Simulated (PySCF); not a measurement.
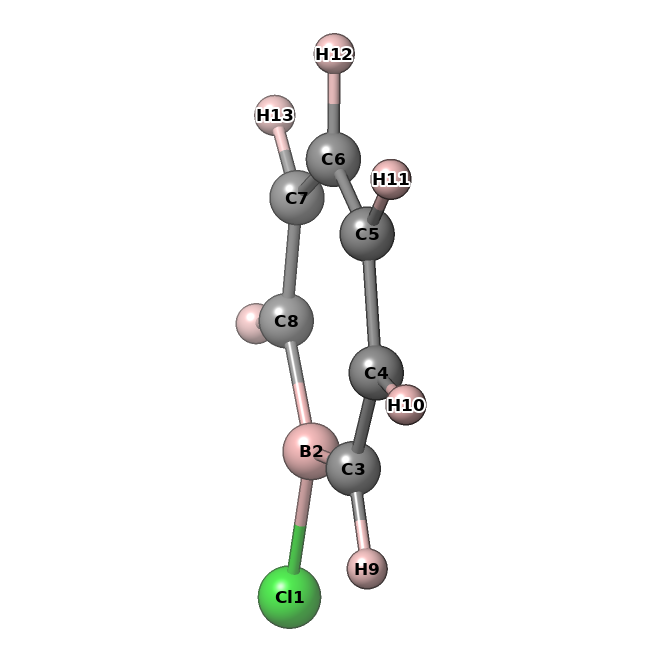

B2 lies behind C3. The molecule seen a little off the C3–B2 bond, C3 in front. Atoms fade into the background with distance from the viewer. Computed geometry: PBE0-D3(BJ)/def2-TZVP optimisation. No frequency run is at hand to confirm it as a minimum.

Question: What is the torsion angle C4–C3–B2–Cl1? The sign is positive where the front bond must turn clockwise to cover the back bond.

Answer: 180°, antiperiplanar (anti).
